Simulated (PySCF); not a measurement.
C4H8OSi2

Input

```
{"job": {"kind": "nmr", "xc": "PBE0", "basis": "pcSseg-1"}, "charge": 0, "multiplicity": 1}
C      0.584576     1.305417     3.329638
C      0.553357     0.575388     2.356148
Si     0.434249    -0.545021     0.910188
C     -1.182534    -0.304190    -0.045863
C     -0.855303    -0.461098    -1.547528
Si     0.913316     0.179578    -1.794380
O      1.550295    -0.124676    -0.267492
H      0.622325     1.956847     4.184933
H      0.683262    -1.937596     1.375615
H     -1.529665     0.721071     0.168207
H     -1.986574    -0.981546     0.283235
H     -1.597543     0.039607    -2.189772
H     -0.863290    -1.527670    -1.832104
H      1.680765    -0.564292    -2.834426
H      0.972697     1.641597    -2.097127
```

Run with:

```sh
OMP_NUM_THREADS=1 python probes_run.py task.json out
```

Geometry: PBE0-D3(BJ)/def2-SVP.

These are results of PBE0/pcSseg-1, SCF density, gas phase, non-relativistic (PySCF), not measurements.

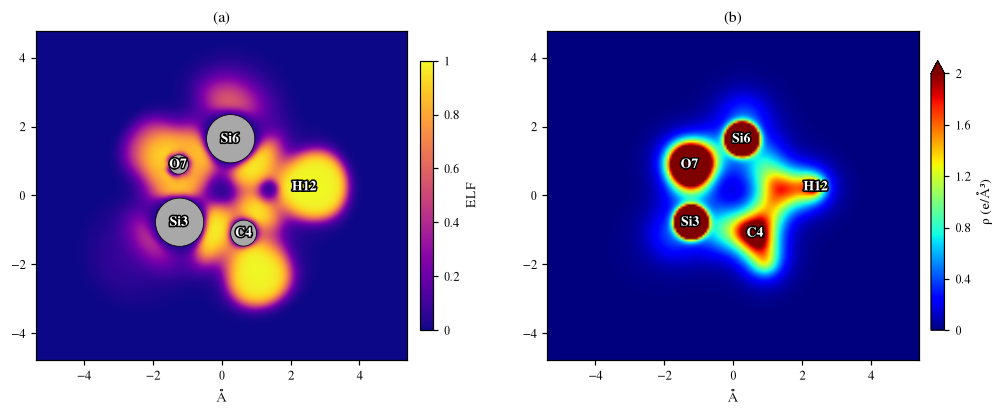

Figure 1. (a) electron localisation function; (b) total electron density on the plane of atoms Si3, O7 and Si6. Grey discs cover the atomic cores in the ELF map.

What does the map show?

Answer.
- The section cuts through Si, C, O and H sites.
- Si–O (1.68 Å): ρ is about 1.1 e/Å³ halfway; the ELF peaks at about 0.85 between the atoms (a polar covalent bond).
- C–Si (1.89 Å): ρ at the midpoint is about 0.95 e/Å³; the ELF peaks at about 0.95 between the atoms (a covalent bond).
- The ELF also peaks beside O7, away from the bonds: lone-pair regions.

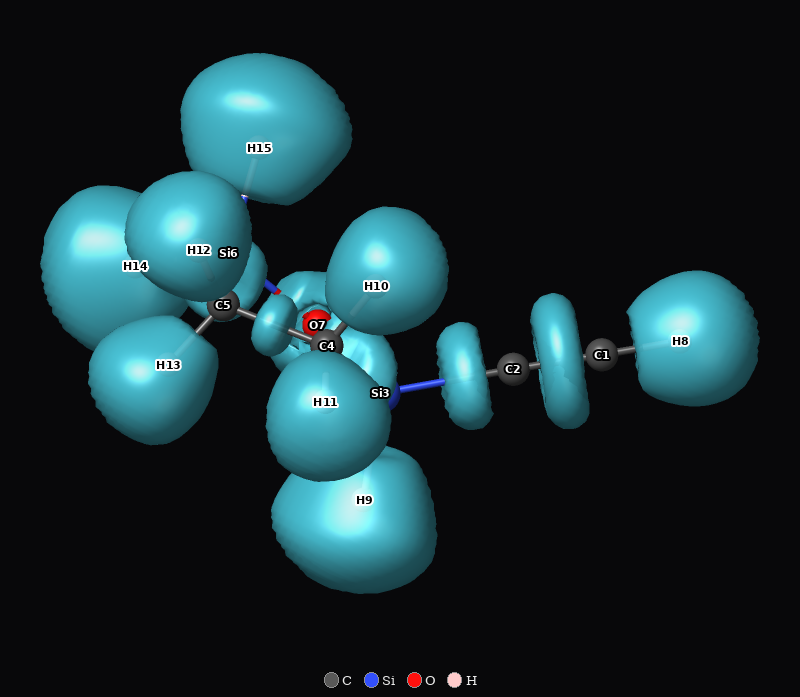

Figure 2. Isosurface of the electron localisation function at 0.8 (cyan), seen at an oblique angle. Core shells and regions of very low density are left out.

Identify the bonds, lone pairs and shells in this picture.

Answer. The ELF exceeds this value in two regions between bonded C–C atoms (shared pairs), three regions between bonded C–Si atoms (shared pairs), eight regions around hydrogen nuclei and one region wrapped around O (its lone pairs, merged into a ring or cap).


C–C (1.22 Å): the ELF peaks at about 0.85 between the atoms (a multiple bond).

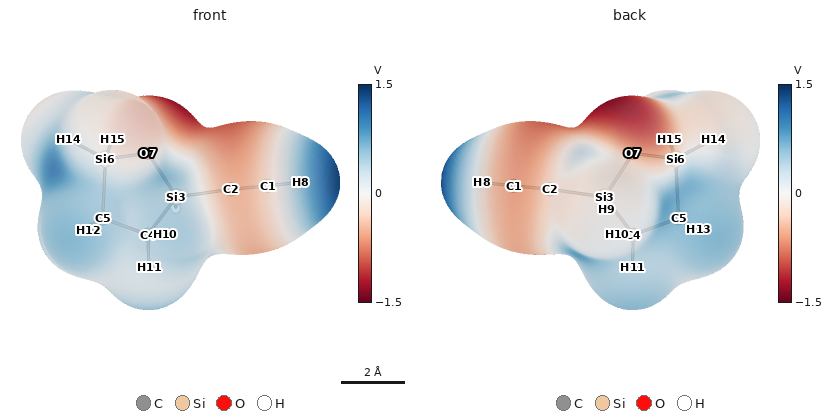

Figure 3. The molecular electrostatic potential painted on the density surface at 0.001 e/bohr³, seen from the front and from behind; the colour scale runs from red (negative) to blue (positive).

Which sites attract a positive test charge, and which a negative one?

Answer. A positive charge is drawn to the negative regions and a negative charge to the positive ones. The most negative region (about −1.3 V, or −30 kcal/mol for a unit charge) lies over O7, the most positive (about +1.4 V, or +32 kcal/mol for a unit charge) over H8. O7 is the likeliest acceptor of a hydrogen bond.

How polar is the molecule by this calculation?

Answer. Its dipole moment is 1.89 D.
